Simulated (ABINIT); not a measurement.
**Quasiparticle gap of MoS2 (P6_3/mmc) in ABINIT**

Aim: the G0W0 gap of MoS2 (P6_3/mmc) on PBE, step by step.

Main program and level: ABINIT 10.8.3; PBE and many-body steps on it, plane waves.

The database entry behind the starting cell differs from later determinations by our own check (about 0.3 % long), so it need not match the best structure at ambient conditions.

### 1. The starting structure

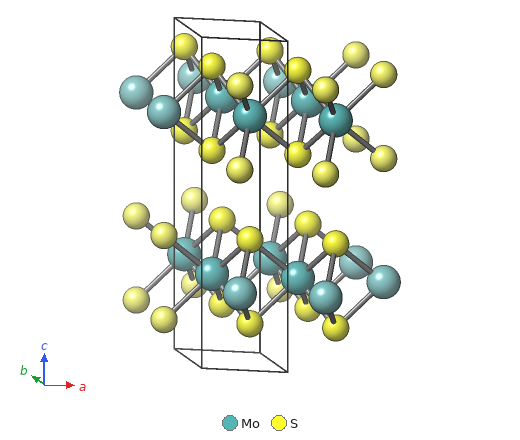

The starting structure, seen slightly off an axis (molybdenum teal, sulfur yellow). 2×2×1 cells are drawn. Some periodic images of atoms are drawn too.

The cell and positions come from the Crystallography Open Database and are kept as given unless a step says otherwise.

### 2. Ground state

This step: ABINIT 10.8.3; DFT, PBE, plane waves, norm-conserving pseudopotentials.

The ground-state density comes first.

File run.abi:

```
acell 3*1.0 Angstrom
rprim 
  3.169000000004 -0.000000000001 0.000000000000
  -1.584500000001 2.744434504597 0.000000000000
  0.000000000000 0.000000000000 12.324000000000
ntypat 2
znucl 42 16
natom 6
typat 1 1 2 2 2 2
xred 
  0.333333333333 0.666666666667 0.250000000000
  0.666666666667 0.333333333333 0.750000000000
  0.333333333333 0.666666666667 0.623000000000
  0.666666666667 0.333333333333 0.123000000000
  0.333333333333 0.666666666667 0.877000000000
  0.666666666667 0.333333333333 0.377000000000
pp_dirpath "pseudos"
pseudos "Mo.upf, S.upf"
ecut 36
ngkpt 6 6 2
nshiftk 1
shiftk 0 0 0
kptopt 1
chksymbreak 0
nband 33
occopt 1
tolvrs 1e-10
nstep 60
prtwf 0
optforces 0
optstress 0
indata_prefix "in"
outdata_prefix "out"
tmpdata_prefix "tmp"
```

On the command line:

```bash
$ OMP_NUM_THREADS=1 mpirun -n 8 abinit run.abi > log
```

Numbers of over 12 decimals in the logs are rounded to 6 here.

What it wrote:

```text
.Version 10.8.3 of ABINIT. v10.8.2 released Aug 2026.

 Symmetries : space group P6_3/m m c (#194); Bravais hP (primitive hexag.)
================================================================================
 Values of the parameters that define the memory need of the present run
     intxc =       0    ionmov =       0      iscf =       7    lmnmax =       6
     lnmax =       6     mgfft =     128  mpssoang =       3    mqgrid =    6291
     natom =       6  nloc_mem =       1    nspden =       1   nspinor =       1
    nsppol =       1      nsym =      24    n1xccc =    2501    ntypat =       2
    occopt =       1   xclevel =       2
-    mband =          33        mffmem =           1         mkmem =           2
       mpw =        7490          nfft =      165888          nkpt =          14
================================================================================
  Rough estimation (10% accuracy) of disk space for files :
================================================================================

--------------------------------------------------------------------------------
------------- Echo of variables that govern the present computation ------------
--------------------------------------------------------------------------------
 -outvars: echo values of preprocessed input variables --------
            acell      1.8897261259E+00  1.8897261259E+00  1.8897261259E+00 Bohr

      chksymbreak           0
             ecut      3.60000000E+01 Hartree
-          fftalg         312

              ixc     -101130
              kpt      0.00000000E+00  0.00000000E+00  0.00000000E+00
                       1.66666667E-01  0.00000000E+00  0.00000000E+00
                       3.33333333E-01  0.00000000E+00  0.00000000E+00
                       5.00000000E-01  0.00000000E+00  0.00000000E+00
                       1.66666667E-01  1.66666667E-01  0.00000000E+00
                       3.33333333E-01  1.66666667E-01  0.00000000E+00
                       3.33333333E-01  3.33333333E-01  0.00000000E+00
                       0.00000000E+00  0.00000000E+00  5.00000000E-01
                       1.66666667E-01  0.00000000E+00  5.00000000E-01
                       3.33333333E-01  0.00000000E+00  5.00000000E-01
                       5.00000000E-01  0.00000000E+00  5.00000000E-01
[...]
kptrlatt        6    0    0      0    6    0      0    0    2
          kptrlen      3.59312526E+01
P           mkmem           2
            natom           6
            nband          33
            ngfft          36      36     128
             nkpt          14
            nstep          60
             nsym          24
           ntypat           2
              occ      2.000000  2.000000  2.000000  2.000000  2.000000  2.000000
                       2.000000  2.000000  2.000000  2.000000  2.000000  2.000000
                       2.000000  2.000000  2.000000  2.000000  2.000000  2.000000
                       2.000000  2.000000  2.000000  2.000000  2.000000  2.000000
                       2.000000  2.000000  0.000000  0.000000  0.000000  0.000000
[...]
optforces           0
        optstress           0
            prtwf           0
            rprim      3.1690000000E+00 -1.0000000000E-12  0.0000000000E+00
[...]
spgroup         194

           tolvrs      1.00000000E-10

             xred      3.3333333333E-01  6.6666666667E-01  2.5000000000E-01
[...]
znucl       42.00000   16.00000

================================================================================

 chkinp: Checking input parameters for consistency.

================================================================================
== DATASET  1 ==================================================================
-   mpi_nproc: 8, omp_nthreads: 1 (-1 if OMP is not activated)

--- !DatasetInfo
iteration_state: {dtset: 1, }
dimensions: {natom: 6, nkpt: 14, mband: 33, nsppol: 1, nspinor: 1, nspden: 1, mpw: 7490, }
cutoff_energies: {ecut:  36.0, pawecutdg:  -1.0, }
electrons: {nelect:   5.20000000E+01, charge:   0.00000000E+00, occopt:   1.00000000E+00, tsmear:   1.00000000E-02, }

 Real(R)+Recip(G) space primitive vectors, cartesian coordinates (Bohr,Bohr^-1):
 R(1)=  5.9885421  0.0000000  0.0000000  G(1)=  0.1669856  0.0964092  0.0000000
 R(2)= -2.9942710  5.1862296  0.0000000  G(2)=  0.0000000  0.1928183  0.0000000
 R(3)=  0.0000000  0.0000000 23.2889848  G(3)=  0.0000000  0.0000000  0.0429388
 Unit cell volume ucvol=  7.2330822E+02 bohr^3
 Angles (23,13,12)=  9.00000000E+01  9.00000000E+01  1.20000000E+02 degrees

 getcut: wavevector=  0.0000  0.0000  0.0000  ngfft=  36  36 128
         ecut(hartree)=     36.000   => boxcut(ratio)=   2.03490

--- Pseudopotential description ------------------------------------------------
- Mo Generated using ONCVPSP code by D. R. Hamann
- 42.00000  14.00000  171031                  znucl, zion, pspdat
12 -101130 2 -1 1640                          pspcod,pspxc,lmax,lloc,mmax
     nproj     2     2     2
  pspatm : epsatm=   15.95693798
         --- l  ekb(1:nproj) -->
[...]
pspatm: atomic psp has been read  and splines computed

- S Generated using ONCVPSP code by D. R. Hamann
- 16.00000   6.00000  171031                  znucl, zion, pspdat
12 -101130 2 -1 1146                          pspcod,pspxc,lmax,lloc,mmax
     nproj     2     2     2
  pspatm : epsatm=    9.01821529
         --- l  ekb(1:nproj) -->
[...]
pspatm: atomic psp has been read  and splines computed

   3.53531033E+03                                ecore*ucvol(ha*bohr**3)
--------------------------------------------------------------------------------

_setup2: Arith. and geom. avg. npw (full set) are    7464.403    7464.370

================================================================================

--- !BeginCycle
iteration_state: {dtset: 1, }
solver: {iscf: 7, nstep: 60, nline: 4, wfoptalg: 0, }
tolerances: {tolvrs: 1.00E-10, }

     iter   Etot(hartree)      deltaE(h)  residm     vres2
 ETOT  1  -184.32730796720    -1.843E+02 1.016E-01 3.331E+03
 ETOT  2  -182.42850318755     1.899E+00 4.665E-02 2.741E+04
 ETOT  3  -184.89381481055    -2.465E+00 9.579E-03 3.112E+00
 ETOT  4  -184.89593897113    -2.124E-03 3.848E-03 4.010E+00
 ETOT  5  -184.89626470211    -3.257E-04 4.799E-04 5.635E-01
 ETOT  6  -184.89631516807    -5.047E-05 5.620E-04 1.238E-01
 ETOT  7  -184.89632039937    -5.231E-06 2.494E-04 5.015E-03
 ETOT  8  -184.89632061210    -2.127E-07 3.916E-04 3.286E-05
 ETOT  9  -184.89632061420    -2.101E-09 1.706E-04 4.393E-07
 ETOT 10  -184.89632061433    -1.223E-10 2.595E-04 4.454E-08
 ETOT 11  -184.89632061434    -1.162E-11 1.106E-04 4.077E-09
 ETOT 12  -184.89632061434    -2.643E-12 1.802E-04 3.647E-10
 ETOT 13  -184.89632061434    -5.684E-14 6.883E-05 5.842E-11

 At SCF step   13       vres2   =  5.84E-11 < tolvrs=  1.00E-10 =>converged.

--- !ResultsGS
iteration_state: {dtset: 1, }
comment   : Summary of ground state results
lattice_vectors:
- [  5.9885421,  -0.0000000,   0.0000000, ]
- [ -2.9942710,   5.1862296,   0.0000000, ]
- [  0.0000000,   0.0000000,  23.2889848, ]
lattice_lengths: [   5.98854,    5.98854,   23.28898, ]
lattice_angles: [ 90.000,  90.000, 120.000, ] # degrees, (23, 13, 12)
lattice_volume:   7.2330822E+02
convergence: {deltae: -5.684E-14, res2:  5.842E-11, residm:  6.883E-05, diffor:  0.000E+00, }
etotal    :  -1.84896321E+02
entropy   :   0.00000000E+00
fermie    :   3.09959974E-01
cartesian_stress_tensor: null
pressure_GPa: null
xred      :
- [  3.3333E-01,   6.6667E-01,   2.5000E-01, Mo]
- [  6.6667E-01,   3.3333E-01,   7.5000E-01, Mo]
- [  3.3333E-01,   6.6667E-01,   6.2300E-01,  S]
- [  6.6667E-01,   3.3333E-01,   1.2300E-01,  S]
- [  3.3333E-01,   6.6667E-01,   8.7700E-01,  S]
- [  6.6667E-01,   3.3333E-01,   3.7700E-01,  S]
cartesian_forces: null
force_length_stats: {min: null, max: null, mean: null, }

 Integrated electronic density in atomic spheres:
 ------------------------------------------------
 Atom  Sphere_radius  Integrated_density
[...]
================================================================================

 ----iterations are completed or convergence reached----

 Mean square residual over all n,k,spin=   43.385E-08; max=  68.827E-06
 reduced coordinates (array xred) for    6 atoms
[...]
0.666666666667      0.333333333333      0.750000000000
       0.333333333333      0.666666666667      0.623000000000
       0.666666666667      0.333333333333      0.123000000000
       0.333333333333      0.666666666667      0.877000000000
       0.666666666667      0.333333333333      0.377000000000
 rms dE/dt=  0.0000E+00; max dE/dt=  0.0000E+00; dE/dt below (all hartree)
    1       0.000000000000      0.000000000000      0.000000000000
    2       0.000000000000      0.000000000000      0.000000000000
    3       0.000000000000      0.000000000000      0.000000000000
    4       0.000000000000      0.000000000000      0.000000000000
    5       0.000000000000      0.000000000000      0.000000000000
    6       0.000000000000      0.000000000000      0.000000000000

 cartesian coordinates (angstrom) at end:
    1      6.7e-13     1.829623     3.081000
    2      1.584500     0.914812     9.243000
    3      6.7e-13     1.829623     7.677852
    4      1.584500     0.914812     1.515852
    5      6.7e-13     1.829623    10.808148
    6      1.584500     0.914812     4.646148
 length scales=  1.889726125908  1.889726125908  1.889726125908 bohr
              =  1.000000000000  1.000000000000  1.000000000000 angstroms
 prteigrs : about to open file out_EIG
 Fermi (or HOMO) energy (hartree) =   0.30996   Average Vxc (hartree)=  -0.40245
 Eigenvalues (hartree) for nkpt=  14  k points:
 kpt#   1, nband= 33, wtk=  0.01389, kpt=  0.0000  0.0000  0.0000 (reduced coord)
  -1.95125   -1.95125   -1.00128   -1.00127   -0.99293   -0.99293   -0.99293   -0.99293
  -0.23958   -0.22966   -0.19514   -0.17888    0.05790    0.09584    0.18196    0.18981
   0.18981    0.19029    0.19029    0.23000    0.23000    0.23172    0.23172    0.26647
   0.26790    0.30996    0.38712    0.38733    0.38816    0.38827    0.39315    0.39331
   0.39947
 prteigrs : prtvol=0 or 1, do not print more k-points.

--- !EnergyTerms
iteration_state     : {dtset: 1, }
comment             : Components of total free energy in Hartree
kinetic             :  6.00147592865794E+01
hartree             :  5.39885223339677E+01
xc                  : -3.33780456303470E+01
Ewald energy        : -1.19847493795111E+02
psp_core            :  4.88769548579594E+00
local_psp           : -1.73802185839900E+02
non_local_psp       :  2.32404275446742E+01
total_energy        : -1.84896320614341E+02
total_energy_eV     : -5.03128519569757E+03
band_energy         : -1.61958635712886E+01

== END DATASET(S) ==============================================================
================================================================================

 -outvars: echo values of variables after computation  --------
           etotal     -1.8489632061E+02
            nband          33
             nkpt          14
          spgroup         194
 [... the other variables as echoed above ...]

 Calculation completed.
```

Run time: 78 s. Hardware: 8 MPI ranks of Intel Xeon at 2.50GHz (Skylake/Cascade Lake), shared host; peak memory 0.87 GiB; 10 min of CPU time.

This step gave:

```yaml
total_energy: -5031.2852 eV
gap: 0.8887 eV
k_of_the_valence_top: 0, 0, 0
k_of_the_conduction_bottom: 0.1667, 0.1667, 0
least_direct_gap: 1.654 eV
```

The gap is indirect, with the least direct gap 0.77 eV higher.

### 3. Empty states on the mesh, 3×3×1 mesh, 116 bands

The sums over transitions need many empty states on a uniform mesh; this step solves for them.

Changes to run.abi since step 2:

```diff
@@ -19,3 +19,3 @@
 ecut 36
-ngkpt 6 6 2
+ngkpt 3 3 1
 nshiftk 1
@@ -24,9 +24,10 @@
 chksymbreak 0
-nband 33
-occopt 1
-tolvrs 1e-10
+iscf -2
+irdden 1
+istwfk *1
+nband 116
+nbdbuf 10
+tolwfr 1e-09
 nstep 60
-prtwf 0
-optforces 0
-optstress 0
+prtvol 0
 indata_prefix "in"
```

On the command line:

```bash
$ OMP_NUM_THREADS=2 mpirun -n 3 abinit run.abi > log
```

What it wrote:

```text
.Version 10.8.3 of ABINIT. v10.8.2 released Aug 2026.

 Symmetries : space group P6_3/m m c (#194); Bravais hP (primitive hexag.)
[... echo of the input left out ...]
== DATASET  1 ==================================================================
-   mpi_nproc: 3, omp_nthreads: 2 (-1 if OMP is not activated)

--- !DatasetInfo
iteration_state: {dtset: 1, }
dimensions: {natom: 6, nkpt: 3, mband: 116, nsppol: 1, nspinor: 1, nspden: 1, mpw: 7476, }
cutoff_energies: {ecut:  36.0, pawecutdg:  -1.0, }
electrons: {nelect:   5.20000000E+01, charge:   0.00000000E+00, occopt:   1.00000000E+00, tsmear:   1.00000000E-02, }

 Real(R)+Recip(G) space primitive vectors, cartesian coordinates (Bohr,Bohr^-1):
 R(1)=  5.9885421  0.0000000  0.0000000  G(1)=  0.1669856  0.0964092  0.0000000
 R(2)= -2.9942710  5.1862296  0.0000000  G(2)=  0.0000000  0.1928183  0.0000000
 R(3)=  0.0000000  0.0000000 23.2889848  G(3)=  0.0000000  0.0000000  0.0429388
 Unit cell volume ucvol=  7.2330822E+02 bohr^3
 Angles (23,13,12)=  9.00000000E+01  9.00000000E+01  1.20000000E+02 degrees

 getcut: wavevector=  0.0000  0.0000  0.0000  ngfft=  36  36 128
         ecut(hartree)=     36.000   => boxcut(ratio)=   2.03490

--- Pseudopotential description ------------------------------------------------
- Mo Generated using ONCVPSP code by D. R. Hamann
- 42.00000  14.00000  171031                  znucl, zion, pspdat
12 -101130 2 -1 1640                          pspcod,pspxc,lmax,lloc,mmax
     nproj     2     2     2
  pspatm : epsatm=   15.95693798
         --- l  ekb(1:nproj) -->
             0   13.833287    1.350687
             1    8.015347    1.134034
             2    2.765699    0.969071
 pspatm: atomic psp has been read  and splines computed

- S Generated using ONCVPSP code by D. R. Hamann
- 16.00000   6.00000  171031                  znucl, zion, pspdat
12 -101130 2 -1 1146                          pspcod,pspxc,lmax,lloc,mmax
     nproj     2     2     2
  pspatm : epsatm=    9.01821529
         --- l  ekb(1:nproj) -->
[...]
pspatm: atomic psp has been read  and splines computed

--------------------------------------------------------------------------------

================================================================================
 prteigrs : about to open file out_EIG
 Non-SCF case, kpt    1 (  0.00000  0.00000  0.00000), residuals and eigenvalues=
  5.44E-10  5.22E-10  3.28E-10  3.07E-10  2.33E-10  3.07E-10  2.25E-10  2.81E-10
  7.63E-10  9.78E-10  3.73E-10  4.04E-10  3.09E-10  2.97E-10  2.02E-10  2.05E-10
  5.87E-10  3.28E-10  5.40E-10  3.55E-10  5.16E-10  3.01E-10  5.17E-10  3.87E-10
[...]
2.14E-06  6.06E-06  2.18E-06  3.95E-04
 -1.9512E+00 -1.9512E+00 -1.0013E+00 -1.0013E+00 -9.9293E-01 -9.9293E-01
 -9.9293E-01 -9.9293E-01 -2.3958E-01 -2.2966E-01 -1.9514E-01 -1.7888E-01
  5.7899E-02  9.5843E-02  1.8196E-01  1.8981E-01  1.8981E-01  1.9029E-01
[...]
1.6177E+00  1.6566E+00  1.6568E+00  1.6783E+00  1.6981E+00  1.6981E+00
  1.7100E+00  1.7498E+00  1.7498E+00  1.8112E+00  1.8436E+00  1.8437E+00
  1.8464E+00  1.8484E+00
 prteigrs : prtvol=0 or 1, do not print more k-points.

--- !ResultsGS
iteration_state: {dtset: 1, }
comment   : Summary of ground state results
lattice_vectors:
- [  5.9885421,  -0.0000000,   0.0000000, ]
- [ -2.9942710,   5.1862296,   0.0000000, ]
- [  0.0000000,   0.0000000,  23.2889848, ]
lattice_lengths: [   5.98854,    5.98854,   23.28898, ]
lattice_angles: [ 90.000,  90.000, 120.000, ] # degrees, (23, 13, 12)
lattice_volume:   7.2330822E+02
convergence: {deltae:  0.000E+00, res2:  0.000E+00, residm:  9.956E-10, diffor:  0.000E+00, }
etotal    :  -1.84896321E+02
entropy   :   0.00000000E+00
fermie    :   3.09959974E-01
cartesian_stress_tensor: null
pressure_GPa: null
xred      :
- [  3.3333E-01,   6.6667E-01,   2.5000E-01, Mo]
- [  6.6667E-01,   3.3333E-01,   7.5000E-01, Mo]
- [  3.3333E-01,   6.6667E-01,   6.2300E-01,  S]
- [  6.6667E-01,   3.3333E-01,   1.2300E-01,  S]
- [  3.3333E-01,   6.6667E-01,   8.7700E-01,  S]
- [  6.6667E-01,   3.3333E-01,   3.7700E-01,  S]
cartesian_forces: null
force_length_stats: {min: null, max: null, mean: null, }

 Integrated electronic density in atomic spheres:
 ------------------------------------------------
 Atom  Sphere_radius  Integrated_density
[...]
================================================================================

 ----iterations are completed or convergence reached----

 Mean square residual over all n,k,spin=   48.890E-11; max=  99.561E-11
 reduced coordinates (array xred) for    6 atoms
[...]
0.333333333333      0.666666666667      0.877000000000
       0.666666666667      0.333333333333      0.377000000000

 cartesian coordinates (angstrom) at end:
    1      6.7e-13     1.829623     3.081000
    2      1.584500     0.914812     9.243000
[...]
6      1.584500     0.914812     4.646148
 length scales=  1.889726125908  1.889726125908  1.889726125908 bohr
              =  1.000000000000  1.000000000000  1.000000000000 angstroms
 prteigrs : about to open file out_EIG
 Eigenvalues (hartree) for nkpt=   3  k points:
 kpt#   1, nband=116, wtk=  0.11111, kpt=  0.0000  0.0000  0.0000 (reduced coord)
[...]
1.58536    1.59054    1.59666    1.61447    1.61447    1.61766    1.61766    1.65662
   1.65675    1.67831    1.69809    1.69809    1.70997    1.74976    1.74976    1.81118
   1.84363    1.84369    1.84641    1.84838
 prteigrs : prtvol=0 or 1, do not print more k-points.

== END DATASET(S) ==============================================================
================================================================================

 -outvars: echo values of variables after computation  --------
            nband         116
             nkpt           3
          spgroup         194
 [... the other variables as echoed above ...]

 Calculation completed.
```

The job ended after 3.5 min (3 MPI ranks; peak memory 0.33 GiB).

This step gave:

```yaml
gap: 1.052 eV
k_of_the_valence_top: 0, 0, 0
k_of_the_conduction_bottom: 0.3333, 0.3333, 0
least_direct_gap: 1.654 eV
k_points_computed: 3
lowest_point_of_the_top_converged_band_above_the_valence_top: 37.23 eV
```

On this mesh the gap is 1.052 eV. The earlier step found 0.889 eV, so this mesh misses an edge.

(Part 1 of 2 ends here.)

[Paths, hosts, dates, memory and timing lines, banners, echoed tables and standing remarks are left out of the program output.]

[Logs are printed without paths, hosts, clocks, repeated set-up lines and the standing remarks that a program may print on its own settings, such as how far it seeks lower states.]

[Runs of the session that timed out or met a known fault of the program may be left out.]

[Hosts, paths, dates, database ids (printed as entryN), source tags and the programs' standing remarks are cut or masked in the printed files.]

[G0W0 gaps are taken among the corrected bands and points alone; a level outside them can change the order at an edge.]

[Where Ansatz stands beside ABINIT at settings called matched, ABINIT's density can come from a denser mesh and the files from another edition; pairs whose starting gaps differed by over 0.03 eV were left out, so agreement reads better than it is.]
